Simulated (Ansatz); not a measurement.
**C3H4O2: molecular dynamics (part 1 of 2)**

- system: C3H4O2, SMILES CC(=O)C=O
- method: RKS PBE-d3bjatm/def2-SVP (Ansatz 0.2.0)

The geometry comes from this level: PBE0-D4/def2-TZVP. Figures and captions count atoms from 1; the log counts them from 0 in places.

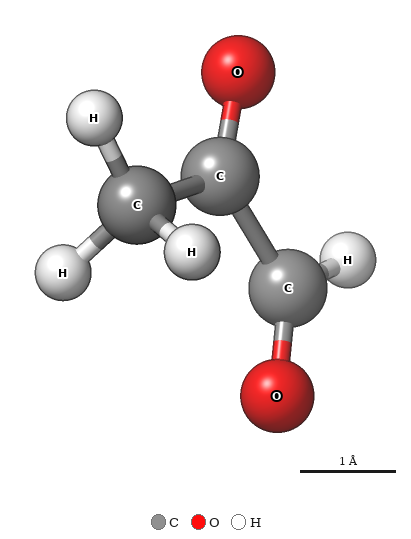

The input geometry (ball-and-stick view, seen at a tilt). Bond lengths as drawn: C–C 1.49 to 1.53 Å, C–H 1.09 to 1.11 Å and C–O 1.20 Å.

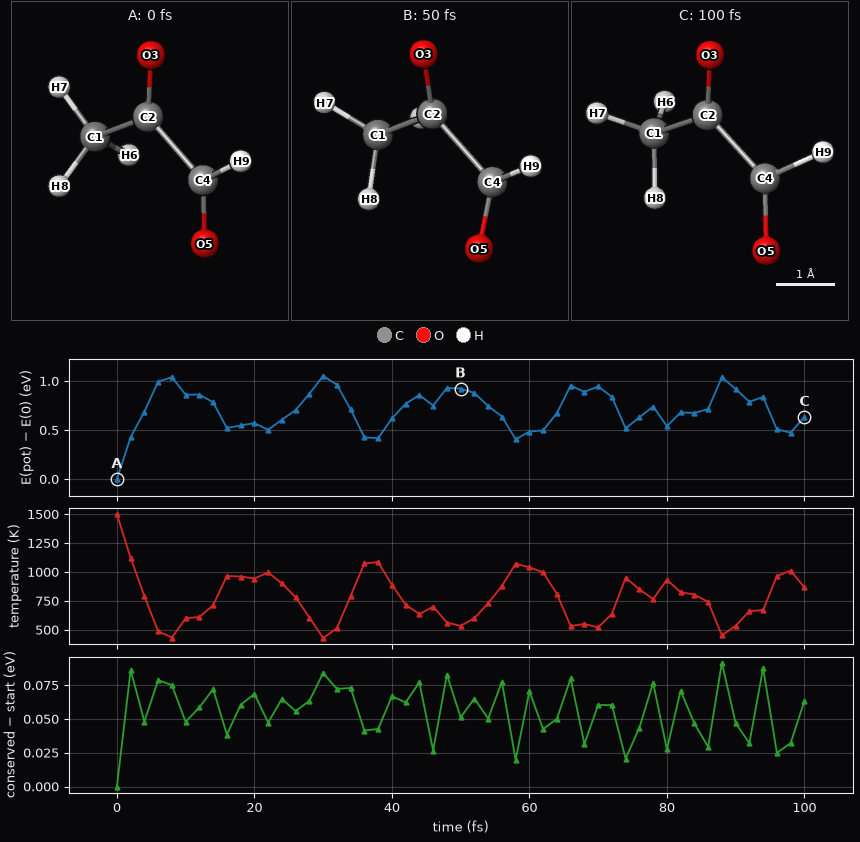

Frames of the molecular dynamics (ball-and-stick, seen at a tilt) above the curves, on which the letters mark them. The trajectory kept here has 51 frames over 100 fs. The temperature starts at 1500 K, ranges from 430 to 1500 K and averages 767 K over the second half. The potential energy ends 0.634 eV above its first value. The conserved quantity stays within 0.092 eV. After an unweighted best fit of the last frame on the first, the root-mean-square displacement is 0.45 Å, and H6 has moved furthest (0.74 Å).

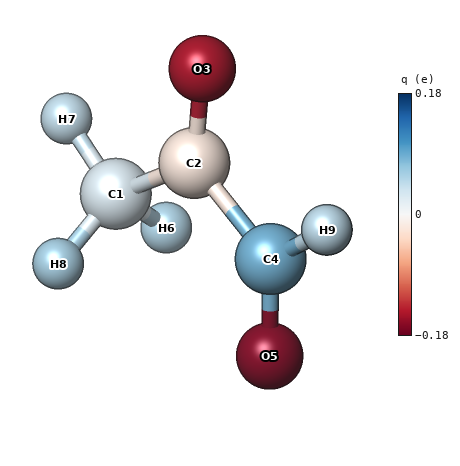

Mulliken charges, as the colour of each atom (ball-and-stick view, seen at a tilt; atoms are numbered from 1 in the order of the input). By element: C −0.02 to +0.09, O −0.17 to −0.15 and H +0.05 to +0.06 e.

These pictures come from the run below.

The input:
```yaml
crystal:
  periodic: [false, false, false]
  atoms:
    - {symbol: C, position_ang: [-0.016797, -0.974945, -0.650265]}
    - {symbol: C, position_ang: [0.478497, -0.043622, 0.404129]}
    - {symbol: O, position_ang: [1.416195, -0.250388, 1.131484]}
    - {symbol: C, position_ang: [-0.266613, 1.281612, 0.572443]}
    - {symbol: O, position_ang: [-1.208384, 1.595877, -0.096914]}
    - {symbol: H, position_ang: [-1.064039, -1.224352, -0.460133]}
    - {symbol: H, position_ang: [0.592965, -1.875440, -0.670368]}
    - {symbol: H, position_ang: [0.003063, -0.475792, -1.622624]}
    - {symbol: H, position_ang: [0.153613, 1.920750, 1.374948]}
basis:
  gaussian: {orbitals: def2-SVP}
hamiltonian: {xc: {name: PBE}, dispersion: d3bjatm}
md: {timestep: 2 fs, n_steps: 50, ensemble: nve, temperature: 1500, initial_velocities: maxwell_boltzmann, seed: 824}
```

Launch command:
```bash
ansatz run in.yaml --threads 4 --pin off --events-out ev --progress --plain --max-ram 10444MiB
```

Log:
```
Functional definition: PBE
  name "PBE"
  cite "Perdew, Burke & Ernzerhof, Phys. Rev. Lett. 77, 3865 (1996) doi:10.1103/PhysRevLett.77.3865"
  parent pbe
  parameter kappa = 0.804
  parameter beta = 0.06672455060314922
  exchange = pbe_x(kappa = kappa, mu = beta*pi^2/3)
  correlation = pbe_c(beta = beta)
992 factors; their error is unknown
mean field evaluation 1: about -7247.9888 eV, gradient 6.1e1 eV
mean field evaluation 2: about -7233.9965 eV, gradient 1.0e2 eV
mean field evaluation 4: about -7255.7590 eV, gradient 5.0e0 eV
mean field evaluation 8: about -7255.8156 eV, gradient 4.6e-2 eV
mean field evaluation 16: about -7255.7670 eV, gradient 3.2e-5 eV
mean field -7255.76700631 eV, -266.6445193462 hartree, gradient 3.2e-5 eV, S^2 0.000000; 0 other end points of the search recorded, 0 dependent functions left out
the calculation of the forces begins
reference -7255.76703276 eV, -266.6445203184 hartree; 19, 19 occupied and 71, 71 virtual orbitals, 992 factors
md step     0: t =     0.00 fs  T =  1500.0 K  F+E_penalty+E_count = -7255.92693404 eV  E_kin = 1.357230 eV  conserved = -7254.56970405 eV  (27 SCF iters)
these checks for a lower state are left out or cut short: starts, cluster_reference, orbital_swaps, neighbouring_geometries, increment
992 factors; their error is unknown
mean field -7255.33741450 eV, -266.6287321387 hartree, gradient 1.3e-5 eV, S^2 0.000000; 0 other end points of the search recorded, 0 dependent functions left out
the calculation of the forces begins
reference -7255.33744031 eV, -266.6287330870 hartree; 19, 19 occupied and 71, 71 virtual orbitals, 992 factors
md step     1: t =     2.00 fs  T =  1121.9 K  F+E_penalty+E_count = -7255.49858200 eV  E_kin = 1.015108 eV  conserved = -7254.48347432 eV  (31 SCF iters, 5 dispersion substeps)
[... from here on the SCF iterations and repeated set-up lines of each step are left out, up to the last step ...]
md step     2: t =     4.00 fs  T =   791.0 K  F+E_penalty+E_count = -7255.23726985 eV  E_kin = 0.715681 eV  conserved = -7254.52158913 eV  (30 SCF iters, 5 dispersion substeps)
md step     3: t =     6.00 fs  T =   487.7 K  F+E_penalty+E_count = -7254.93224327 eV  E_kin = 0.441319 eV  conserved = -7254.49092424 eV  (31 SCF iters, 5 dispersion substeps)
md step     4: t =     8.00 fs  T =   433.1 K  F+E_penalty+E_count = -7254.88656088 eV  E_kin = 0.391916 eV  conserved = -7254.49464526 eV  (31 SCF iters, 5 dispersion substeps)
md step     5: t =    10.00 fs  T =   600.5 K  F+E_penalty+E_count = -7255.06518887 eV  E_kin = 0.543381 eV  conserved = -7254.52180789 eV  (32 SCF iters, 5 dispersion substeps)
md step     6: t =    12.00 fs  T =   611.1 K  F+E_penalty+E_count = -7255.06402649 eV  E_kin = 0.552959 eV  conserved = -7254.51106758 eV  (32 SCF iters, 5 dispersion substeps)
md step     7: t =    14.00 fs  T =   713.0 K  F+E_penalty+E_count = -7255.14280483 eV  E_kin = 0.645181 eV  conserved = -7254.49762405 eV  (31 SCF iters, 5 dispersion substeps)
md step     8: t =    16.00 fs  T =   966.5 K  F+E_penalty+E_count = -7255.40572124 eV  E_kin = 0.874494 eV  conserved = -7254.53122711 eV  (32 SCF iters, 5 dispersion substeps)
md step     9: t =    18.00 fs  T =   960.9 K  F+E_penalty+E_count = -7255.37869142 eV  E_kin = 0.869398 eV  conserved = -7254.50929316 eV  (32 SCF iters, 5 dispersion substeps)
md step    10: t =    20.00 fs  T =   944.1 K  F+E_penalty+E_count = -7255.35535087 eV  E_kin = 0.854226 eV  conserved = -7254.50112536 eV  (31 SCF iters, 5 dispersion substeps)
md step    11: t =    22.00 fs  T =   996.2 K  F+E_penalty+E_count = -7255.42370385 eV  E_kin = 0.901349 eV  conserved = -7254.52235451 eV  (30 SCF iters, 5 dispersion substeps)
md step    12: t =    24.00 fs  T =   901.9 K  F+E_penalty+E_count = -7255.32084012 eV  E_kin = 0.816055 eV  conserved = -7254.50478525 eV  (31 SCF iters, 5 dispersion substeps)
md step    13: t =    26.00 fs  T =   782.5 K  F+E_penalty+E_count = -7255.22188640 eV  E_kin = 0.708014 eV  conserved = -7254.51387247 eV  (31 SCF iters, 5 dispersion substeps)
md step    14: t =    28.00 fs  T =   606.6 K  F+E_penalty+E_count = -7255.05512084 eV  E_kin = 0.548843 eV  conserved = -7254.50627754 eV  (33 SCF iters, 5 dispersion substeps)
md step    15: t =    30.00 fs  T =   429.6 K  F+E_penalty+E_count = -7254.87443894 eV  E_kin = 0.388684 eV  conserved = -7254.48575531 eV  (32 SCF iters, 5 dispersion substeps)
md step    16: t =    32.00 fs  T =   514.5 K  F+E_penalty+E_count = -7254.96303682 eV  E_kin = 0.465559 eV  conserved = -7254.49747806 eV  (32 SCF iters, 5 dispersion substeps)
md step    17: t =    34.00 fs  T =   794.3 K  F+E_penalty+E_count = -7255.21541913 eV  E_kin = 0.718728 eV  conserved = -7254.49669125 eV  (30 SCF iters, 5 dispersion substeps)
md step    18: t =    36.00 fs  T =  1074.6 K  F+E_penalty+E_count = -7255.50058933 eV  E_kin = 0.972306 eV  conserved = -7254.52828346 eV  (30 SCF iters, 5 dispersion substeps)
md step    19: t =    38.00 fs  T =  1085.1 K  F+E_penalty+E_count = -7255.50882182 eV  E_kin = 0.981776 eV  conserved = -7254.52704623 eV  (30 SCF iters, 5 dispersion substeps)
md step    20: t =    40.00 fs  T =   889.4 K  F+E_penalty+E_count = -7255.30768402 eV  E_kin = 0.804753 eV  conserved = -7254.50293081 eV  (31 SCF iters, 5 dispersion substeps)
md step    21: t =    42.00 fs  T =   717.6 K  F+E_penalty+E_count = -7255.15671080 eV  E_kin = 0.649276 eV  conserved = -7254.50743474 eV  (32 SCF iters, 5 dispersion substeps)
md step    22: t =    44.00 fs  T =   636.5 K  F+E_penalty+E_count = -7255.06845931 eV  E_kin = 0.575901 eV  conserved = -7254.49255825 eV  (31 SCF iters, 5 dispersion substeps)
md step    23: t =    46.00 fs  T =   700.6 K  F+E_penalty+E_count = -7255.17694356 eV  E_kin = 0.633887 eV  conserved = -7254.54305625 eV  (31 SCF iters, 5 dispersion substeps)
md step    24: t =    48.00 fs  T =   563.0 K  F+E_penalty+E_count = -7254.99631045 eV  E_kin = 0.509404 eV  conserved = -7254.48690609 eV  (32 SCF iters, 5 dispersion substeps)
md step    25: t =    50.00 fs  T =   534.7 K  F+E_penalty+E_count = -7255.00229905 eV  E_kin = 0.483802 eV  conserved = -7254.51849729 eV  (30 SCF iters, 5 dispersion substeps)
md step    26: t =    52.00 fs  T =   600.4 K  F+E_penalty+E_count = -7255.04783699 eV  E_kin = 0.543263 eV  conserved = -7254.50457408 eV  (32 SCF iters, 5 dispersion substeps)
md step    27: t =    54.00 fs  T =   730.9 K  F+E_penalty+E_count = -7255.18072022 eV  E_kin = 0.661331 eV  conserved = -7254.51938954 eV  (32 SCF iters, 5 dispersion substeps)
md step    28: t =    56.00 fs  T =   879.7 K  F+E_penalty+E_count = -7255.28820370 eV  E_kin = 0.795933 eV  conserved = -7254.49227046 eV  (29 SCF iters, 5 dispersion substeps)
md step    29: t =    58.00 fs  T =  1072.0 K  F+E_penalty+E_count = -7255.51992764 eV  E_kin = 0.970004 eV  conserved = -7254.54992329 eV  (31 SCF iters, 5 dispersion substeps)
md step    30: t =    60.00 fs  T =  1041.4 K  F+E_penalty+E_count = -7255.44137477 eV  E_kin = 0.942259 eV  conserved = -7254.49911595 eV  (32 SCF iters, 5 dispersion substeps)
md step    31: t =    62.00 fs  T =   997.2 K  F+E_penalty+E_count = -7255.42952994 eV  E_kin = 0.902318 eV  conserved = -7254.52721195 eV  (31 SCF iters, 5 dispersion substeps)
md step    32: t =    64.00 fs  T =   811.0 K  F+E_penalty+E_count = -7255.25334390 eV  E_kin = 0.733787 eV  conserved = -7254.51955646 eV  (32 SCF iters, 5 dispersion substeps)
md step    33: t =    66.00 fs  T =   533.0 K  F+E_penalty+E_count = -7254.97195381 eV  E_kin = 0.482234 eV  conserved = -7254.48971963 eV  (32 SCF iters, 5 dispersion substeps)
md step    34: t =    68.00 fs  T =   551.2 K  F+E_penalty+E_count = -7255.03690187 eV  E_kin = 0.498780 eV  conserved = -7254.53812216 eV  (31 SCF iters, 5 dispersion substeps)
md step    35: t =    70.00 fs  T =   520.8 K  F+E_penalty+E_count = -7254.98058579 eV  E_kin = 0.471222 eV  conserved = -7254.50936384 eV  (31 SCF iters, 5 dispersion substeps)
md step    36: t =    72.00 fs  T =   638.3 K  F+E_penalty+E_count = -7255.08692810 eV  E_kin = 0.577515 eV  conserved = -7254.50941268 eV  (31 SCF iters, 5 dispersion substeps)
md step    37: t =    74.00 fs  T =   950.2 K  F+E_penalty+E_count = -7255.40876310 eV  E_kin = 0.859774 eV  conserved = -7254.54898899 eV  (28 SCF iters, 5 dispersion substeps)
md step    38: t =    76.00 fs  T =   851.2 K  F+E_penalty+E_count = -7255.29634257 eV  E_kin = 0.770225 eV  conserved = -7254.52611709 eV  (32 SCF iters, 5 dispersion substeps)
md step    39: t =    78.00 fs  T =   765.7 K  F+E_penalty+E_count = -7255.18567584 eV  E_kin = 0.692803 eV  conserved = -7254.49287257 eV  (32 SCF iters, 5 dispersion substeps)
md step    40: t =    80.00 fs  T =   933.1 K  F+E_penalty+E_count = -7255.38647818 eV  E_kin = 0.844306 eV  conserved = -7254.54217209 eV  (32 SCF iters, 5 dispersion substeps)
md step    41: t =    82.00 fs  T =   825.9 K  F+E_penalty+E_count = -7255.24612142 eV  E_kin = 0.747316 eV  conserved = -7254.49880591 eV  (31 SCF iters, 5 dispersion substeps)
md step    42: t =    84.00 fs  T =   805.5 K  F+E_penalty+E_count = -7255.25174537 eV  E_kin = 0.728795 eV  conserved = -7254.52295000 eV  (33 SCF iters, 5 dispersion substeps)
md step    43: t =    86.00 fs  T =   741.6 K  F+E_penalty+E_count = -7255.21141052 eV  E_kin = 0.671044 eV  conserved = -7254.54036650 eV  (33 SCF iters, 5 dispersion substeps)
md step    44: t =    88.00 fs  T =   453.3 K  F+E_penalty+E_count = -7254.88820483 eV  E_kin = 0.410150 eV  conserved = -7254.47805463 eV  (32 SCF iters, 5 dispersion substeps)
md step    45: t =    90.00 fs  T =   534.6 K  F+E_penalty+E_count = -7255.00648114 eV  E_kin = 0.483713 eV  conserved = -7254.52276792 eV  (32 SCF iters, 5 dispersion substeps)
md step    46: t =    92.00 fs  T =   662.2 K  F+E_penalty+E_count = -7255.13671272 eV  E_kin = 0.599144 eV  conserved = -7254.53756906 eV  (31 SCF iters, 5 dispersion substeps)
md step    47: t =    94.00 fs  T =   670.7 K  F+E_penalty+E_count = -7255.08880676 eV  E_kin = 0.606828 eV  conserved = -7254.48197856 eV  (30 SCF iters, 5 dispersion substeps)
md step    48: t =    96.00 fs  T =   965.6 K  F+E_penalty+E_count = -7255.41846130 eV  E_kin = 0.873674 eV  conserved = -7254.54478766 eV  (31 SCF iters, 5 dispersion substeps)
md step    49: t =    98.00 fs  T =  1011.5 K  F+E_penalty+E_count = -7255.45276833 eV  E_kin = 0.915213 eV  conserved = -7254.53755547 eV  (32 SCF iters, 5 dispersion substeps)
these checks for a lower state are left out or cut short: starts, cluster_reference, orbital_swaps, neighbouring_geometries, increment
992 factors; their error is unknown
mean field -7255.13605959 eV, -266.6213324821 hartree, gradient 1.2e-5 eV, S^2 0.000000; 0 other end points of the search recorded, 0 dependent functions left out
the calculation of the forces begins
reference -7255.13608527 eV, -266.6213334257 hartree; 19, 19 occupied and 71, 71 virtual orbitals, 992 factors
992 factors; their error is unknown
mean field evaluation 416: about -7255.1870 eV, gradient 8.0e-2 eV
mean field -7255.13605959 eV, -266.6213324821 hartree, gradient 2.0e-5 eV, S^2 0.000000; 1 other end points of the search recorded, 0 dependent functions left out
the calculation of the forces begins
reference -7255.13608527 eV, -266.6213334257 hartree; 19, 19 occupied and 71, 71 virtual orbitals, 992 factors
md step    50: t =   100.00 fs  T =   868.6 K  F+E_penalty+E_count = -7255.29245643 eV  E_kin = 0.785944 eV  conserved = -7254.50651238 eV  (30 SCF iters, 5 dispersion substeps)
Total energy: -7255.29248211 eV, -266.6270809037 hartree
Atom 0 at    -0.045931    -1.087092    -0.605534 Å, force     0.537309     2.683953    -0.859023 eV/Å
Atom 1 at     0.470042    -0.099803     0.414296 Å, force     0.811406    -0.595973     0.521544 eV/Å
Atom 2 at     1.472507    -0.212821     1.132697 Å, force    -1.197256     0.111173    -0.844829 eV/Å
Atom 3 at    -0.352613     1.171849     0.579956 Å, force    -2.499816     4.244153     1.280747 eV/Å
Atom 4 at    -1.157113     1.803023    -0.172007 Å, force     2.658987    -2.828130     1.428005 eV/Å
Atom 5 at    -0.445826    -1.979515    -0.209325 Å, force    -1.395122    -1.285265     1.019737 eV/Å
Atom 6 at     0.783797    -1.484945    -1.166370 Å, force     1.034749    -0.098617    -0.718006 eV/Å
Atom 7 at    -0.696087    -0.455900    -1.275985 Å, force    -0.077815    -0.936418     0.236999 eV/Å
Atom 8 at    -0.191203     1.695072     1.702470 Å, force     0.127558    -1.294876    -2.065173 eV/Å
Dipole moment:    -0.077225    -0.352105    -0.120722 e Å
```

Trajectory as extended XYZ (Å, eV, eV/Å), 22 of the 51 frames kept, from step=0 to step=50:
```
9
Properties=species:S:1:pos:R:3:forces:R:3 step=0 time_fs=0.0 energy=-7255.92693 temperature=1500.0
C    -0.0168   -0.9749   -0.6503    0.0174   0.1266   0.0970
C     0.4785   -0.0436    0.4041   -0.6366   0.2314  -0.4349
O     1.4162   -0.2504    1.1315    1.2123  -0.3141   0.9116
C    -0.2666    1.2816    0.5724    0.5480  -0.4636   0.2092
O    -1.2084    1.5959   -0.0969   -1.2280   0.4426  -0.8504
H    -1.0640   -1.2244   -0.4601   -0.5371  -0.1308   0.0585
H     0.5930   -1.8754   -0.6704    0.3131  -0.4715  -0.0161
H     0.0031   -0.4758   -1.6226   -0.0202   0.2325  -0.5048
H     0.1536    1.9207    1.3749    0.3312   0.3468   0.5298
9
Properties=species:S:1:pos:R:3:forces:R:3 step=2 time_fs=4.0 energy=-7255.23727 temperature=791.0
C     0.0150   -0.9446   -0.6551   -1.3450  -2.0644  -0.0159
C     0.4903   -0.0476    0.3910   -4.0268   1.4774  -2.3311
O     1.3762   -0.2273    1.1059    5.9702  -1.5480   4.3614
C    -0.2665    1.2437    0.6424   -1.9598   1.1366  -3.4175
O    -1.1933    1.5855   -0.1267    1.4428  -0.2950   1.9817
H    -0.9936   -1.2015   -0.2645   -0.5759   0.3734  -0.3430
H     0.4261   -2.0068   -0.5558    0.5442   1.3155  -0.7976
H    -0.1510   -0.4441   -1.6337    0.2361  -0.4782   0.0327
H     0.2801    1.9330    1.3347   -0.2860   0.0829   0.5294
```
